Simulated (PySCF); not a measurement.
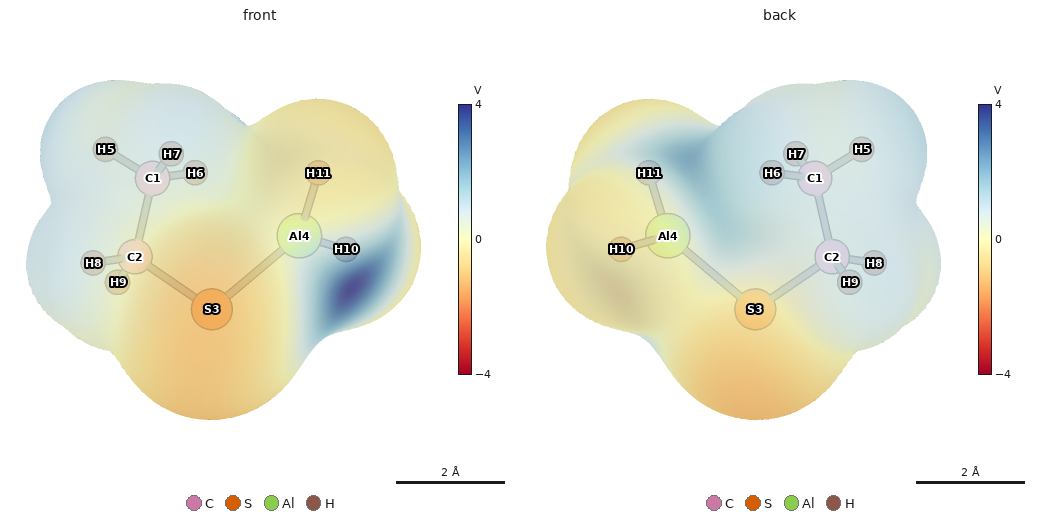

C₂H₇AlS (SMILES CC[S][AlH2]). The molecular electrostatic potential painted on the density surface at 0.002 e/bohr³, seen from the front and from behind; the colour scale runs from red (negative) to blue (positive).

Geometry: GFN2-xTB.

The calculation used PySCF, PBE0/pcSseg-1, SCF density, gas phase, non-relativistic.

```yaml
atoms:
  - { symbol: C, position_ang: [-0.9608, 0.5849, -0.0360] }
  - { symbol: C, position_ang: [-0.9241, -0.9038, -0.3034] }
  - { symbol: S, position_ang: [0.7266, -1.6659, 0.0470] }
  - { symbol: Al, position_ang: [1.9638, 0.1432, 0.0609] }
  - { symbol: H, position_ang: [-1.9560, 0.9834, -0.2308] }
  - { symbol: H, position_ang: [-0.2474, 1.1091, -0.6870] }
  - { symbol: H, position_ang: [-0.6916, 0.7956, 1.0016] }
  - { symbol: H, position_ang: [-1.6238, -1.4328, 0.3420] }
  - { symbol: H, position_ang: [-1.1648, -1.1284, -1.3413] }
  - { symbol: H, position_ang: [2.8159, 0.5088, -1.1685] }
  - { symbol: H, position_ang: [2.0678, 1.0086, 1.3295] }
```

### Describe the electrostatic potential map.

The most negative region (about −1.2 V) lies over S3, the most positive (about +3.6 V) over Al4.

### What dipole moment does the calculation give?

Its dipole moment is 2.23 D.
